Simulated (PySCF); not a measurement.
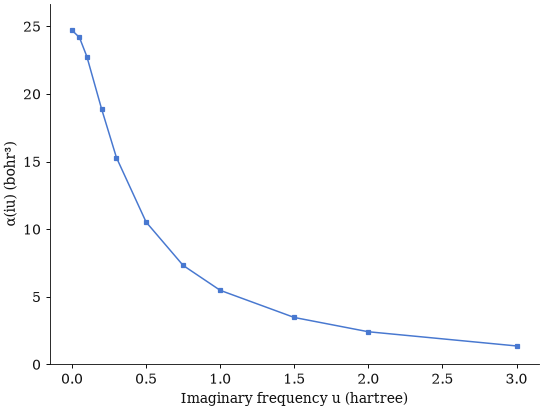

Dipole polarisability at imaginary frequency of Ir⁺ ([Xe] 4f¹⁴ 5d⁷ 6s). Coupled response at the PBE level; PySCF, x2c-TZVPPall plus 1 diffuse shell for each l, spin-free X2C-1e, unrestricted single determinants, no spin-orbit coupling.

Describe the response.

Answer. The static dipole polarisability is 24.7 bohr³; α(iu) falls to half of it near u = 0.41 hartree. The Casimir–Polder integral gives C₆ = 203 hartree bohr⁶ for two such species.
